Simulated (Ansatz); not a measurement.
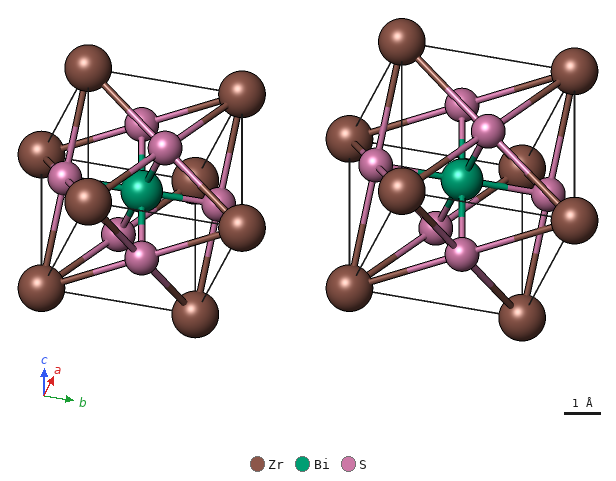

Two geometries of solid ZrBiS3 (built on the BaTiO3 type) (coarse preliminary run), drawn at one scale. One is the start of a relaxation, the other its converged end. Style: ball-and-stick. Shown: the cell of the calculation, from a free direction.

Computed with DFT PBE, scalar-relativistic, plane waves, PAW in Ansatz 0.2.0. Set-up: plane-wave cutoff 420 eV; k-point mesh 4 × 4 × 4; occupations gaussian; smearing width 0.1 eV; no spin polarisation; cell and atoms relaxed; force threshold 0.04 eV/Å; at most 70 steps.

> Which geometry has the lower energy?

The right one is the relaxed one. Case: BaTiO3 type (P4/mmm, No. 123). The atoms keep their places relative to the cell (all moves are under 0.005 Å). The drawn cell changes as follows: a = b 4.553 → 5.110 Å (+12.2 %), c 4.574 → 5.110 Å (+11.7 %); the volume changes by +40.7 %. Among the contacts that change: S–Zr 3.220 → 3.613 Å, Bi–S 2.277 → 2.555 Å. Within 0.06 Å the space group is Pm-3m at the start and Pm-3m at the end; at a tighter tolerance small leftover displacements or strains of the cell lower it. After 4 accepted moves (5 points after the start) the energy has fallen by 734 meV per atom. All forces vanish by symmetry, so only the cell relaxes. Pressure: 40.71 GPa at the start and 0.28 GPa at the end. The SCF was repeated once at an unchanged geometry on a basis and grid sized afresh for the cell, which shifted the energy by 4.3 meV per atom at most.
